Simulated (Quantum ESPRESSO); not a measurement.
The Gd L₃ edge of atom 1 in GdO2 (P2_1/m), with 2 O at 2.29 Å, 1 O at 2.35 Å, 2 O at 2.36 Å and 2 O at 2.38 Å (7-fold, site symmetry m), was computed in 2 ways: excited-electron core hole (neutral cell) and no core hole. Program and functional: Quantum ESPRESSO XSpectra, LDA, without spin-orbit coupling, Lorentzian half width 2 eV (not a setting of the program: the run's 0.4 eV curve was folded afterwards with a further Lorentzian); cells of 6 and 12 atoms (the run without a hole in the smaller).

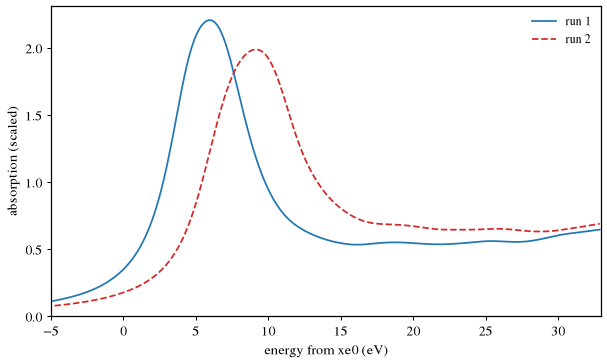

Each run is counted from its own lowest empty level or Fermi level and scaled to a mean of 1 over its first 20 eV.

Which run is which?

Run 1: excited-electron core hole (neutral cell) (area from −2 to 6 eV 7.9, main maxima 6.0 eV (2.21)). Run 2: no core hole (area from −2 to 6 eV 3.3, main maxima 9.2 eV (1.99)). With each curve scaled to its own mean, the area from −2 to 6 eV with the hole is 7.9 against 3.3, and the centre of weight from −1 to 20 eV moves by -2.1 eV: the hole pulls the absorber's empty states down.

[Hosts, paths, dates, database ids (printed as entryN), source tags and the programs' standing remarks are cut or masked in the printed files.]

[Lists of maxima count a maximum above −3 eV only where it reaches 4 % of the highest in the window and stands out from its surroundings by 2 % of it (1.5 % where it reaches 55 %); shoulders and weaker maxima are passed over, and of the rest the first, up to two pre-edge ones and the few strongest are named.]
